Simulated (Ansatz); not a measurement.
# The perfect Ni wire of staggered 4-rings about a central row, part 3 of 4

Aim: is the Ni wire of staggered 4-rings about a central row a metal or a semiconductor?

Ansatz 0.2.0; DFT PBE, plane waves, PAW; relaxation of a wire's period (the session's first sound run).

So far, conductance of the lead as this run defines it (G₀): step 3 (bands of the perfect wire) 4.49.

### 6. Another level of theory, level r2SCAN, cutoff 500 eV

This step: DFT r2SCAN, plane waves, PAW; bands of a perfect wire at the PBE geometry (Ansatz 0.2.0).

The atoms stay at the PBE geometry and the functional changes. r2SCAN also reads the kinetic-energy density; it often gives larger moments and wider gaps than PBE, at a higher cost. Against the first PBE run of this kind, the cutoff is 500 eV against 420 and the mesh along the wire has 14 points against 19.

input.yaml

```yaml
crystal:
  lattice:
    - [10.982, 0.0, 0.0]
    - [0.0, 10.982, 0.0]
    - [0.0, 0.0, 4.3828531286]
  atoms:
    - { symbol: Ni, position: [0.317095731, 0.49997936, 0.0], spin: 0.76 }
    - { symbol: Ni, position: [0.49997936, 0.682862989, 0.0], spin: 0.76 }
    - { symbol: Ni, position: [0.49997936, 0.317095731, 0.0], spin: 0.76 }
    - { symbol: Ni, position: [0.682862989, 0.49997936, 0.0], spin: 0.76 }
    - { symbol: Ni, position: [0.49997936, 0.49997936, 0.250049962], spin: 0.85 }
    - { symbol: Ni, position: [0.370638289, 0.629320431, 0.5], spin: 0.76 }
    - { symbol: Ni, position: [0.370638289, 0.370638289, 0.5], spin: 0.76 }
    - { symbol: Ni, position: [0.629320431, 0.629320431, 0.5], spin: 0.76 }
    - { symbol: Ni, position: [0.629320431, 0.370638289, 0.5], spin: 0.76 }
    - { symbol: Ni, position: [0.49997936, 0.49997936, 0.749950038], spin: 0.85 }
magnetization:
  spin_polarized: true
kpoints:
  mp_grid: { grid: [1, 1, 14] }
  band_path: { path: ["Γ", Z], npoints: 50 }
scf:
  occupations: { method: fermi_dirac, width: 0.05 }
hamiltonian:
  xc: r2scan
```

On the command line:

```console
$ ansatz run input.yaml --threads 8 --pin off --max-ram 16384MiB --backend cpu --events-out ev --progress --plain --runs-dir out
```

Numbers of over 12 decimals in the logs are rounded to 6 here.

Output:

```text
[...]
Crystal: 10 atoms, lattice volume = 528.591 Å³
Basis set: ecut = 500 eV, 13383 PW (Γ), exchange–correlation on 324×324×128 points (64 copies of the dense FFT grid, shifted against one another)
Bands: 113, of which v1, the nominal top of the filled ones, is band 90 counted from 1 (89 counted from 0)
Symmetry: 16 space group operations
[...]
k-points: 8 of 14
[...]
k-point 0 ↑: bands = [... 86 lower, -0.5565, -0.4568, -0.4568, -0.3270, -0.3254, -0.2587, -0.1626, 0.9133, ... 19 higher]
  k-point 1 ↑: bands = [... 86 lower, -0.5628, -0.4449, -0.4449, -0.3351, -0.3334, -0.2834, -0.1954, 0.9511, ... 19 higher]
  k-point 2 ↑: bands = [... 86 lower, -0.5737, -0.4264, -0.4264, -0.3569, -0.3550, -0.3546, -0.2897, 1.0665, ... 19 higher]
  k-point 7 ↓: bands = [... 86 lower, 0.8719, 0.8719, 0.8752, 0.8752, 1.2343, 1.2429, 1.3597, 1.3597, ... 19 higher]
[key lines of the parts left out:]
SCF converged after 21 iterations
Magnetization: 7.5204 μB (93.7602 up, 86.2398 down)
Free energy (F): -58438.304847 eV
Fermi energy:    0.709124 eV
```

Run time: 31 s. Hardware: 8 threads of AMD EPYC 9R45, shared host; peak memory 5.6 GiB.

Bands cross the Fermi level, as under PBE at the relaxed period, with an absolute moment of 10.02 μB a cell.

### 7. Levels at the same atoms, level PBE, no spin, cutoff 420 eV

This step: DFT PBE, plane waves, PAW; bands of a perfect wire at the PBE geometry (Ansatz 0.2.0).

The same atoms without spin show what the magnetic order does to the bands. Against the first PBE run of this kind, the mesh along the wire has 14 points against 19.

input.yaml

```yaml
crystal:
  lattice:
    - [10.982, 0.0, 0.0]
    - [0.0, 10.982, 0.0]
    - [0.0, 0.0, 4.3828531286]
  atoms:
    - { symbol: Ni, position: [0.317095731, 0.49997936, 0.0] }
    - { symbol: Ni, position: [0.49997936, 0.682862989, 0.0] }
    - { symbol: Ni, position: [0.49997936, 0.317095731, 0.0] }
    - { symbol: Ni, position: [0.682862989, 0.49997936, 0.0] }
    - { symbol: Ni, position: [0.49997936, 0.49997936, 0.250049962] }
    - { symbol: Ni, position: [0.370638289, 0.629320431, 0.5] }
    - { symbol: Ni, position: [0.370638289, 0.370638289, 0.5] }
    - { symbol: Ni, position: [0.629320431, 0.629320431, 0.5] }
    - { symbol: Ni, position: [0.629320431, 0.370638289, 0.5] }
    - { symbol: Ni, position: [0.49997936, 0.49997936, 0.749950038] }
kpoints:
  mp_grid: { grid: [1, 1, 14] }
  band_path: { path: ["Γ", Z], npoints: 50 }
scf:
  occupations: { method: fermi_dirac, width: 0.05 }
hamiltonian:
  xc: pbe
```

Output:

```text
[...]
Crystal: 10 atoms, lattice volume = 528.591 Å³
Basis set: ecut = 420 eV, 10343 PW (Γ)
Bands: 108, of which v1, the nominal top of the filled ones, is band 90 counted from 1 (89 counted from 0)
Symmetry: 16 space group operations
[...]
k-points: 8 of 14
[...]
--- Band table (eV; the first three rows and the last of 8) ---
  k-point 0: bands = [... 86 lower, 0.2348, 0.2430, 0.2430, 0.3187, 0.3189, 0.3273, 0.5315, 0.9847, ... 14 higher]
  k-point 1: bands = [... 86 lower, 0.2475, 0.2518, 0.2518, 0.2986, 0.3080, 0.3088, 0.5046, 1.0203, ... 14 higher]
  k-point 2: bands = [... 86 lower, 0.2693, 0.2693, 0.2713, 0.2713, 0.2808, 0.2836, 0.4270, 1.1283, ... 14 higher]
  k-point 7: bands = [... 86 lower, 0.1413, 0.1413, 0.1422, 0.1422, 0.2236, 0.2271, 0.6539, 0.6539, ... 14 higher]
[key lines of the parts left out:]
SCF converged after 16 iterations
Free energy (F): -58382.669550 eV
Fermi energy:    0.284354 eV
```

Wall time 6.4 s (8 threads); peak memory 2.9 GiB.

Electronic bands along the path, in eV, zero at the Fermi level:

```csv
point,band 86,band 87,band 88,band 89,band 90,band 91,band 92,band 93
Γ,-0.05,-0.05,-0.04,-0.04,0.03,0.03,0.04,0.25
Z,-0.20,-0.14,-0.14,-0.14,-0.14,-0.06,-0.06,0.37
```

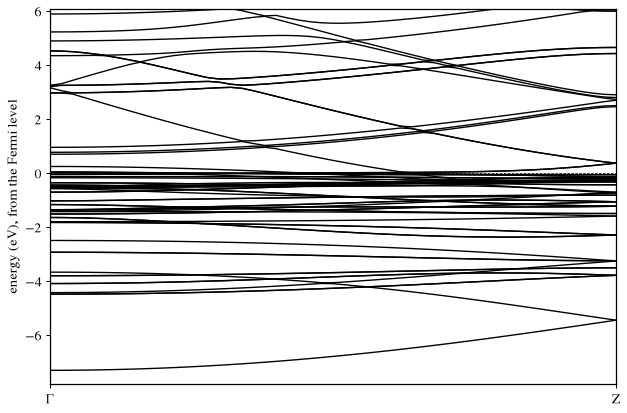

Electronic bands along the path.

Bands cross the Fermi level, as under PBE at the relaxed period.

### 8. At a strained period, period over the relaxed period 1.03, k-mesh 1×1×14

This step: DFT PBE, plane waves, PAW; relaxation at a fixed period (Ansatz 0.2.0).

The period is set to 1.03 times the relaxed one and the atoms relax within it: strain changes bond lengths and angles, which shifts the bands against each other. Against the first PBE run of this kind, the mesh along the wire has 14 points against 19.

The cell differs from the one that the last finished run ended in (c 4.383 → 4.514 Å).

input.yaml

```yaml
crystal:
  lattice:
    - [10.982, 0.0, 0.0]
    - [0.0, 10.982, 0.0]
    - [0.0, 0.0, 4.5143387224]
  atoms:
    - { symbol: Ni, position: [0.317095731, 0.49997936, 0.0], spin: 0.76 }
    - { symbol: Ni, position: [0.49997936, 0.682862989, 0.0], spin: 0.76 }
    - { symbol: Ni, position: [0.49997936, 0.317095731, 0.0], spin: 0.76 }
    - { symbol: Ni, position: [0.682862989, 0.49997936, 0.0], spin: 0.76 }
    - { symbol: Ni, position: [0.49997936, 0.49997936, 0.250049962], spin: 0.85 }
    - { symbol: Ni, position: [0.370638289, 0.629320431, 0.5], spin: 0.76 }
    - { symbol: Ni, position: [0.370638289, 0.370638289, 0.5], spin: 0.76 }
    - { symbol: Ni, position: [0.629320431, 0.629320431, 0.5], spin: 0.76 }
    - { symbol: Ni, position: [0.629320431, 0.370638289, 0.5], spin: 0.76 }
    - { symbol: Ni, position: [0.49997936, 0.49997936, 0.749950038], spin: 0.85 }
magnetization:
  spin_polarized: true
kpoints:
  mp_grid: { grid: [1, 1, 14] }
  band_path: { path: ["Γ", Z], npoints: 50 }
scf:
  occupations: { method: fermi_dirac, width: 0.05 }
hamiltonian:
  xc: pbe
relax:
  max_steps: 40
  f_tol: 0.02
output:
  stress: true
```

Output:

```text
Warning: output.stress: scf.convergence.dr2_threshold = 1e-7 eV (the SCF's general default) is looser than the 1e-9 eV advised for a printed stress (1e-10 eV for each atom of the cell: 10). What an SCF threshold leaves in a stress goes as its square root, and in the free energy as the threshold itself, and one threshold admits the most on a small cell: [figures from the program's tests cut] Every solve of this run an [...]
[...]
Crystal: 10 atoms, lattice volume = 544.449 Å³
Basis set: ecut = 420 eV, 10631 PW (Γ), exchange–correlation on 150×150×64 points (8 copies of the dense FFT grid, shifted against one another)
Bands: 113, of which v1, the nominal top of the filled ones, is band 90 counted from 1 (89 counted from 0)
Symmetry: 16 space group operations
[...]
k-points: 8 of 14
[...]
Starting moments: Σ|m| = 7.78 μB on 10 of 10 sites
[...]
SCF iter   1: F=—  HF=-58371.214049 eV  |F-HF|=—  |Δ(HF+E_count)|=         —  Δρ=2.93e-2 (↑2.93e-2 ↓2.38e-2)  dr2=2.41e1  dr2_m=7.81e-1  M=8.080 μB ∫|m|=8.553 μB  β_m=0.30  ethr=3.10e-3  ⟨swp⟩=8.3  Hψ=8702  notcnv=0  defer=35
[...]
SCF iter  13: F=-58383.641434 eV  HF=-58383.641435 eV  |F-HF|=9.93e-7  |Δ(HF+E_count)|=   2.73e-7  Δρ=9.70e-6 (↑3.61e-6 ↓9.70e-6)  dr2=1.14e-6  dr2_m=6.70e-8  M=7.326 μB ∫|m|=8.639 μB  ethr=8.58e-10  ⟨swp⟩=2.0  Hψ=5524  notcnv=0
SCF 1 converged in 13 iterations: F = -58383.641434 eV  dr2 = 1.14e-6
[...]
relax step   1: F+E_penalty+E_count = -58383.64143413 eV  Δ(F+E_penalty+E_count) = +0.000e0 eV  max|allowed force component| = 2.631e-1 eV/Å  Δτ_max = 0.0000 Å  (13 SCF iters, dr2 threshold 1.00e-5 eV, accepted)
[...]
SCF iter   8: F=-58383.659914 eV  HF=-58383.659914 eV  |F-HF|=6.02e-7  |Δ(HF+E_count)|=   3.91e-7  Δρ=1.06e-5 (↑2.09e-6 ↓1.06e-5)  dr2=6.52e-7  dr2_m=1.02e-7  M=7.330 μB ∫|m|=8.632 μB  ethr=7.23e-11  ⟨swp⟩=1.2  Hψ=5617  notcnv=0
SCF 2 converged in 8 iterations: F = -58383.659914 eV  dr2 = 6.52e-7
[...]
relax step   2: F+E_penalty+E_count = -58383.65991377 eV  Δ(F+E_penalty+E_count) = -1.848e-2 eV  max|allowed force component| = 1.469e-1 eV/Å  Δτ_max = 0.0113 Å  (8 SCF iters, dr2 threshold 4.33e-6 eV, accepted)
SCF iter   1: F=—  HF=-58383.669218 eV  |F-HF|=—  |Δ(HF+E_count)|=         —  Δρ=1.51e-3 (↑9.61e-4 ↓1.51e-3)  dr2=1.55e-2  dr2_m=1.85e-3  M=7.356 μB ∫|m|=8.651 μB  β_m=0.65  ethr=8.66e-5  ⟨swp⟩=4.6  Hψ=3739  notcnv=0  defer=156
[...]
SCF iter   9: F=-58383.667905 eV  HF=-58383.667905 eV  |F-HF|=3.07e-8  |Δ(HF+E_count)|=   2.54e-8  Δρ=2.01e-6 (↑1.53e-6 ↓2.01e-6)  dr2=3.60e-8  dr2_m=7.51e-9  M=7.336 μB ∫|m|=8.623 μB  ethr=7.06e-11  ⟨swp⟩=2.0  Hψ=5119  notcnv=0
SCF 3 converged in 9 iterations: F = -58383.667905 eV  dr2 = 3.60e-8
relax step   3: F+E_penalty+E_count = -58383.66790540 eV  Δ(F+E_penalty+E_count) = -7.992e-3 eV  max|allowed force component| = 4.843e-3 eV/Å  Δτ_max = 0.0140 Å  (9 SCF iters, dr2 threshold 1.35e-6 eV, accepted)
[...]
SCF iter   2: F=-58383.667905 eV  HF=-58383.667905 eV  |F-HF|=1.13e-8  |Δ(HF+E_count)|=   3.17e-9  Δρ=1.92e-6 (↑9.85e-7 ↓1.92e-6)  dr2=1.43e-8  dr2_m=9.64e-9  M=7.336 μB ∫|m|=8.623 μB  ethr=1.85e-11  ⟨swp⟩=2.1  Hψ=5615  notcnv=0
SCF 4 converged in 2 iterations: F = -58383.667905 eV  dr2 = 1.43e-8
relax step   4: F+E_penalty+E_count = -58383.66790542 eV  Δ(F+E_penalty+E_count) = -1.970e-8 eV  max|allowed force component| = 4.947e-3 eV/Å  Δτ_max = 0.0000 Å  (2 SCF iters, accepted)
[...]
the band table was solved once a step of the walk had ended and its energy, with any forces and stress, was formed, with the checks that follow a solve (9066 applications of the Hamiltonian). They found nothing against the state; the energy, forces and stress were not computed again (output.eigenvalues in the input reference)
[...]
SCF converged after 2 iterations
Magnetization: 7.3361 μB (93.6681 up, 86.3319 down)
Absolute magnetization: 8.6300 μB (∫|ρ↑−ρ↓|, with the PAW one-centre terms)
[...]
Per-site moments (μB) at R_I (Å): [(0.764799, 0.941317), (0.764799, 0.941317), (0.764799, 0.941317), (0.764799, 0.941317), (0.833356, 0.930871), (0.765980, 0.941361), (0.765980, 0.941361), (0.765980, 0.941361), (0.765980, 0.941361), (0.833356, 0.930871)]
Free energy (F): -58383.667905 eV
[...]
Internal energy: -58383.514121 eV  (E = F + TS)
E sigma→0 (E₀):  -58383.591013 eV
Entropy (-TS):   -0.153785 eV (-15.378 meV/atom)
Fermi energy:    0.444777 eV
[...]
--- Forces (eV/Å), atoms counted from 1 ---
  atom   1  Ni    -0.00494698     0.00000000     0.00000000
  atom   2  Ni     0.00000000     0.00494698    -0.00000000
  atom   3  Ni    -0.00000000    -0.00494698     0.00000000
  atom   4  Ni     0.00494698     0.00000000    -0.00000000
  atom   5  Ni     0.00000000    -0.00000000     0.00005175
  atom   6  Ni    -0.00351307     0.00351307     0.00000000
  atom   7  Ni    -0.00351307    -0.00351307    -0.00000000
  atom   8  Ni     0.00351307     0.00351307     0.00000000
  atom   9  Ni     0.00351307    -0.00351307    -0.00000000
  atom  10  Ni     0.00000000     0.00000000    -0.00005175
  max |Σ_I F_I| component: 2.17e-18 eV/Å
--- Stress (GPa, compression-positive) ---
        0.045044       0.000000       0.000000
        0.000000       0.045044      -0.000000
        0.000000      -0.000000      -0.893396
  P = ⅓ Tr σ = -0.2678 GPa (-2.678 kbar)
--- Band table (eV; the first three rows and the last of 16) ---
  k-point 0 ↑: bands = [... 86 lower, -0.3725, -0.3725, -0.3580, -0.2971, -0.2747, -0.2724, -0.1006, 0.7976, ... 19 higher]
  k-point 1 ↑: bands = [... 86 lower, -0.3618, -0.3618, -0.3613, -0.3226, -0.2812, -0.2793, -0.1219, 0.8333, ... 19 higher]
  k-point 2 ↑: bands = [... 86 lower, -0.3944, -0.3708, -0.3402, -0.3402, -0.2986, -0.2977, -0.1837, 0.9420, ... 19 higher]
  k-point 7 ↓: bands = [... 86 lower, 0.3707, 0.3707, 0.3707, 0.3707, 0.5373, 0.5417, 0.8664, 0.8664, ... 19 higher]
--- Relaxed structure (4 steps of the walk, 4 accepted, 0 SCFs on fresh bases) ---
  F+E_penalty+E_count = -58383.66790542 eV   max|allowed force component| = 4.947e-3 eV/Å
  atoms:
    - { symbol: Ni, position: [0.319391, 0.499979, 0] }
    - { symbol: Ni, position: [0.499979, 0.680568, 0] }
    - { symbol: Ni, position: [0.499979, 0.319391, 0] }
    - { symbol: Ni, position: [0.680568, 0.499979, 0] }
    - { symbol: Ni, position: [0.499979, 0.499979, 0.250057] }
    - { symbol: Ni, position: [0.372258, 0.627701, 0.500000] }
    - { symbol: Ni, position: [0.372258, 0.372258, 0.500000] }
    - { symbol: Ni, position: [0.627701, 0.627701, 0.500000] }
    - { symbol: Ni, position: [0.627701, 0.372258, 0.500000] }
    - { symbol: Ni, position: [0.499979, 0.499979, 0.749943] }
```

Elapsed: 22 s, on 8 threads; peak memory 4.2 GiB; 2.8 min of CPU time.

The steps of the relaxation:

```csv
step,energy less that of the first step (eV),largest force component (eV/Å)
1,0.0000,0.2631
2,-0.0185,0.1469
3,-0.0265,0.0048
4,-0.0265,0.0049
```

Forces are held to the 16 operations that the run works with; a distortion that breaks them can't arise in this run.

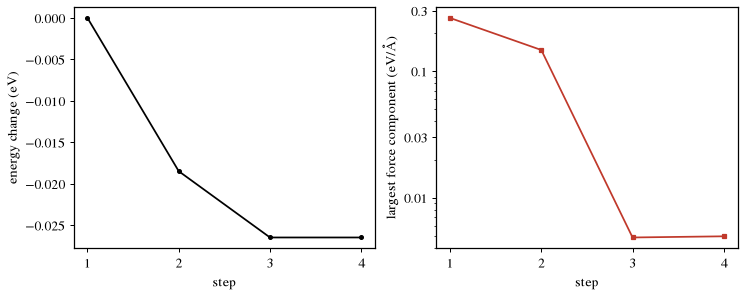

Energy and largest force along the relaxation.

The atoms that moved most (Å):

```csv
atom,dx,dy,dz,length
Ni1,0.025,0.000,0.000,0.025
Ni2,0.000,-0.025,0.000,0.025
Ni3,0.000,0.025,0.000,0.025
Ni4,-0.025,0.000,0.000,0.025
Ni8,-0.018,-0.018,0.000,0.025
Ni6,0.018,-0.018,0.000,0.025
Ni9,-0.018,0.018,0.000,0.025
Ni7,0.018,0.018,0.000,0.025
```

The relaxed structure:

```
Ni
1.0
    10.98200    0.00000    0.00000
     0.00000   10.98200    0.00000
     0.00000    0.00000    4.51434
Ni
10
Direct
  0.31939 0.49998 0.00000
  0.49998 0.68057 0.00000
  0.49998 0.31939 0.00000
  0.68057 0.49998 0.00000
  0.49998 0.49998 0.25006
  0.37226 0.62770 0.50000
  0.37226 0.37226 0.50000
  0.62770 0.62770 0.50000
  0.62770 0.37226 0.50000
  0.49998 0.49998 0.74994
```

Numbers from this step:

```yaml
energy_at_zero_smearing: -58383.5910 eV
total_moment: 7.336 μB
absolute_moment: 8.630 μB
```

Site moment by atom:

```csv
atom,site moment (μB)
Ni1,0.765
Ni2,0.765
Ni3,0.765
Ni4,0.765
Ni5,0.833
Ni6,0.766
Ni7,0.766
Ni8,0.766
Ni9,0.766
Ni10,0.833
```

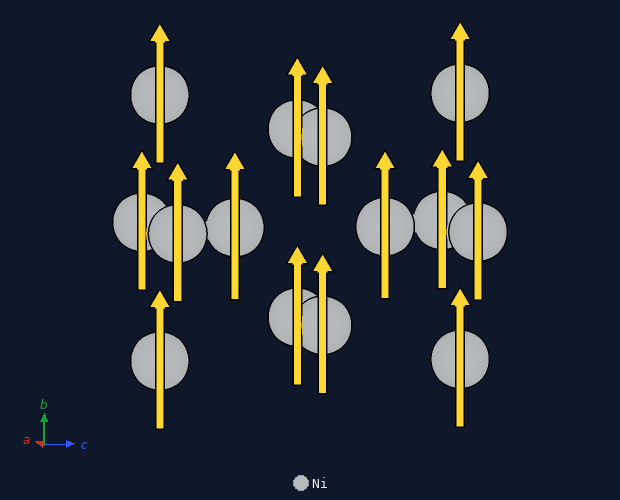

Site moment as arrows, the longest 0.833 μB. Up and down stand for the sign. Arrows give size and sign along the axis of quantisation, drawn up and down the page. Some periodic images of atoms are drawn too.

Bands cross the Fermi level, as under PBE at the relaxed period, with an absolute moment of 8.63 μB a cell.

### 9. Strain along the wire, period over the relaxed period 0.94, k-mesh 1×1×15

The period is set to 0.94 times the relaxed one and the atoms relax within it: strain changes bond lengths and angles, which shifts the bands against each other. Against the first PBE run of this kind, the mesh along the wire has 15 points against 19.

The cell differs from the one that the last finished run ended in (c 4.514 → 4.120 Å).

input.yaml, as its differences from that of step 8:

```diff
@@ -4,3 +4,3 @@
     - [0.0, 10.982, 0.0]
-    - [0.0, 0.0, 4.5143387224]
+    - [0.0, 0.0, 4.1198819408]
   atoms:
@@ -19,3 +19,3 @@
 kpoints:
-  mp_grid: { grid: [1, 1, 14] }
+  mp_grid: { grid: [1, 1, 15] }
   band_path: { path: ["Γ", Z], npoints: 50 }
```

Output:

```text
[...]
Crystal: 10 atoms, lattice volume = 496.876 Å³
Basis set: ecut = 420 eV, 9685 PW (Γ), exchange–correlation on 150×150×60 points (8 copies of the dense FFT grid, shifted against one another)
Bands: 113, of which v1, the nominal top of the filled ones, is band 90 counted from 1 (89 counted from 0)
[...]
- { symbol: Ni, position: [0.687447, 0.49997936, 0.0] }
    - { symbol: Ni, position: [0.49997936, 0.49997936, 0.250011] }
    - { symbol: Ni, position: [0.367408, 0.632550, 0.5] }
    - { symbol: Ni, position: [0.367408, 0.367408, 0.5] }
    - { symbol: Ni, position: [0.632550, 0.632550, 0.5] }
    - { symbol: Ni, position: [0.632550, 0.367408, 0.5] }
    - { symbol: Ni, position: [0.49997936, 0.49997936, 0.749989] }
[key lines of the parts left out:]
SCF converged after 9 iterations
Magnetization: 6.8834 μB (93.4417 up, 86.5583 down)
Free energy (F): -58383.438783 eV
Fermi energy:    0.827179 eV
P = ⅓ Tr σ = 0.9862 GPa (9.862 kbar)
```

Wall time 23 s (8 threads); peak memory 3.8 GiB.

(Part 3 of 4 ends here.)

[Logs are printed without paths, hosts, clocks, repeated set-up lines and the standing remarks that a program may print on its own settings, such as how far it seeks lower states.]

[Hosts, paths, dates, database ids (printed as entryN), source tags and the programs' standing remarks are cut or masked in the printed files.]
